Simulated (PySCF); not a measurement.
## Electronic structure of BRu (doublet) in real space

```yaml
atoms:
  - { symbol: B, position_ang: [0.0000, 0.0000, -1.5324] }
  - { symbol: Ru, position_ang: [0.0000, 0.0000, 0.1656] }
```

⟨S²⟩ = 0.88, above the pure value of 0.75.

Computed with PBE0/x2c-TZVPPall, spin-free X2C-1e, Gaussian nucleus, at a bond length of 1.698 Å in PySCF.

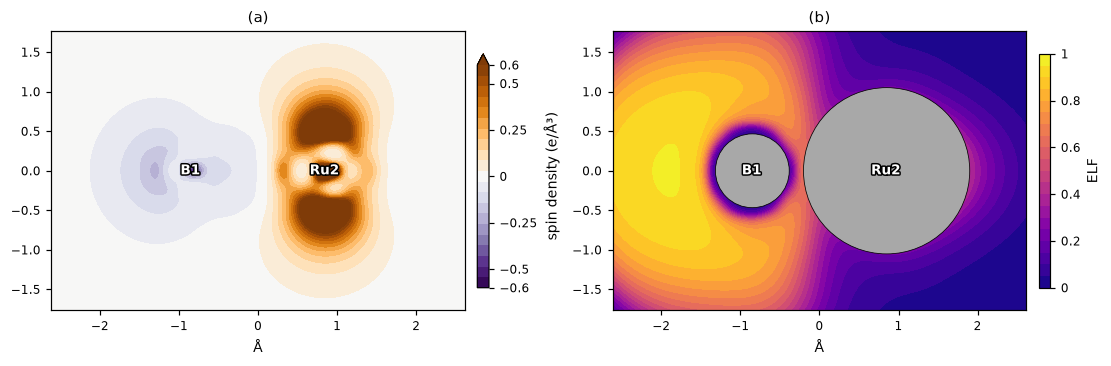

Figure 1. (a) spin density; (b) ELF on a plane that holds the molecular axis. Grey discs cover the atomic cores in the ELF map.

**Describe what can be read from this map.**

The plane passes through B and Ru nuclei. B–Ru (1.70 Å): the ELF peaks at about 0.65 in the valence shell of B, 0.7 Å from its nucleus, and is about 0.55 at the midpoint. The unpaired spin (1 electron) lies mostly on Ru2 (about 1.3), in electrons by Hirshfeld's partition, with opposite, polarisation-induced spin on B1.

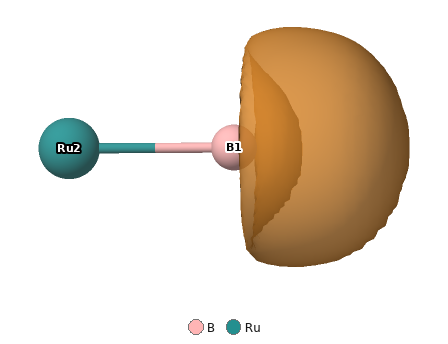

Figure 2. Isosurface of the electron localisation function at 0.85 (orange), seen from one side. Only the valence region is drawn (cores and ρ < 0.01 e/Å³ removed).

**Where are the electrons localised?**

At this value the surface marks out one lobe on B, pointing away from the bonds (non-bonding electrons).
